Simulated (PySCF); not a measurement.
Consider C$_{4}$H$_{8}$Si (SMILES [SiH3][C+]1[CH]CC1) (charge +1, doublet).

```json
{"atom": "Si", "x (Å)": "2.1774", "y (Å)": "0.0142", "z (Å)": "0.1925"}
{"atom": "C", "x (Å)": "0.2522", "y (Å)": "0.0213", "z (Å)": "-0.1937"}
{"atom": "C", "x (Å)": "-0.5094", "y (Å)": "-0.7765", "z (Å)": "-0.9330"}
{"atom": "C", "x (Å)": "-1.7195", "y (Å)": "-0.2780", "z (Å)": "-0.1732"}
{"atom": "C", "x (Å)": "-0.8196", "y (Å)": "0.7506", "z (Å)": "0.5538"}
{"atom": "H", "x (Å)": "2.6769", "y (Å)": "-1.0276", "z (Å)": "-0.6976"}
{"atom": "H", "x (Å)": "2.2968", "y (Å)": "-0.2486", "z (Å)": "1.6216"}
{"atom": "H", "x (Å)": "2.3961", "y (Å)": "1.4157", "z (Å)": "-0.1939"}
{"atom": "H", "x (Å)": "-0.3859", "y (Å)": "-1.5051", "z (Å)": "-1.7076"}
{"atom": "H", "x (Å)": "-2.4450", "y (Å)": "0.1875", "z (Å)": "-0.8437"}
{"atom": "H", "x (Å)": "-2.1812", "y (Å)": "-1.0218", "z (Å)": "0.4712"}
{"atom": "H", "x (Å)": "-0.7604", "y (Å)": "0.6887", "z (Å)": "1.6373"}
{"atom": "H", "x (Å)": "-0.9827", "y (Å)": "1.7800", "z (Å)": "0.2485"}
```

Geometry: GFN2-xTB.

Computed with UKS B3LYP, pcH-1 on C H Si, non-relativistic, mean-field spin-orbit, GIAO in PySCF.

> Predict the electron density, electron localisation function and spin density between the atoms.

C–C (1.33 Å): ρ at the midpoint is about 2.4 e/Å³; the ELF peaks at about 0.95 between the atoms (a multiple bond).
C–Si (1.96 Å): ρ is about 0.76 e/Å³ halfway; the ELF peaks at about 0.95 between the atoms (a covalent bond).
C–H (1.07 Å): ρ at the midpoint is about 2.2 e/Å³; the ELF climbs to about 1 towards the hydrogen, as it does in any bond to H: a covalent bond by its length.
C–C (1.50 Å): ρ at the midpoint is about 1.7 e/Å³; the ELF peaks at about 0.95 between the atoms, as expected for a shared electron pair.
The unpaired spin (1 electron) lies mostly on C2 (about 0.3), C3 (about 0.3), C4 (about 0.1), Si1 (about 0.1) and C5 (about 0.1), in electrons by Hirshfeld's partition.

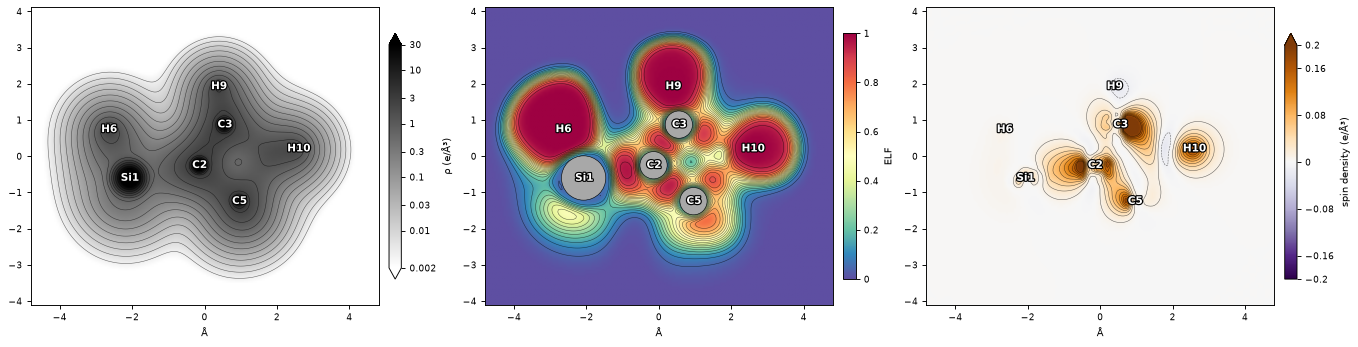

Computed electron density, electron localisation function and spin density on the plane of atoms C2, Si1 and H6, in this order. Grey discs cover the atomic cores in the ELF map. 
